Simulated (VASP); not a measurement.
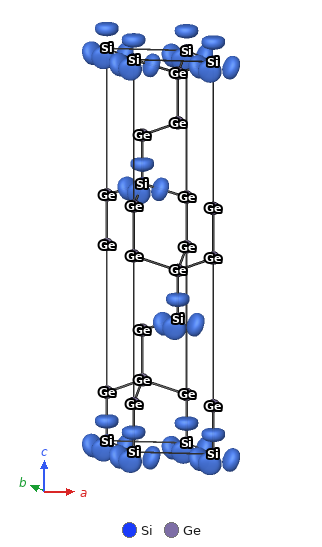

Figure 1: SiGe3. Isosurface of the ELF at 0.8 (blue), seen slightly off an axis. Only the valence region is drawn (cores and ρ < 0.01 e/Å³ removed). Sticks mark near contacts.

Space group R3m; started from the ordered alloy on diamond lattice prototype, which need not be the ambient phase.

Theory: DFT, LDA, plane waves, PAW (VASP 6.6.1).

In a PAW calculation such maps are meaningful between the atoms, not at the nuclei.

```cif
data_structure
_symmetry_space_group_name_H-M 'P 1'
_symmetry_Int_Tables_number 1
_cell_length_a 3.9678
_cell_length_b 3.9678
_cell_length_c 19.4016
_cell_angle_alpha 90.000
_cell_angle_beta 90.000
_cell_angle_gamma 120.000
_cell_volume 264.52
loop_
_atom_site_label
_atom_site_type_symbol
_atom_site_fract_x
_atom_site_fract_y
_atom_site_fract_z
_atom_site_occupancy
Si1 Si 0.33333 0.66667 0.66658 1
Si2 Si 0.66667 0.33333 0.33325 1
Si3 Si 0.00000 0.00000 0.99991 1
Ge1 Ge 0.66667 0.33333 0.83329 1
Ge2 Ge 0.00000 0.00000 0.49995 1
Ge3 Ge 0.33333 0.66667 0.16662 1
Ge4 Ge 0.66667 0.33333 0.95993 1
Ge5 Ge 0.00000 0.00000 0.62659 1
Ge6 Ge 0.33333 0.66667 0.29326 1
Ge7 Ge 0.33333 0.66667 0.79021 1
Ge8 Ge 0.66667 0.33333 0.45687 1
Ge9 Ge 0.00000 0.00000 0.12354 1
```

What do the ELF domains correspond to?

The surface consists of twelve regions between bonded Ge–Si atoms (shared pairs), counted in one cell of 12 atoms. Any copies at cell faces, edges or corners count once.

Values along the shortest contacts:
Si–Ge (2.40 Å): the ELF peaks at about 0.90 between the atoms, as expected for localised, covalent bonding. Ge–Ge (2.44 Å): the ELF peaks at about 0.75 between the atoms: a shared electron pair.
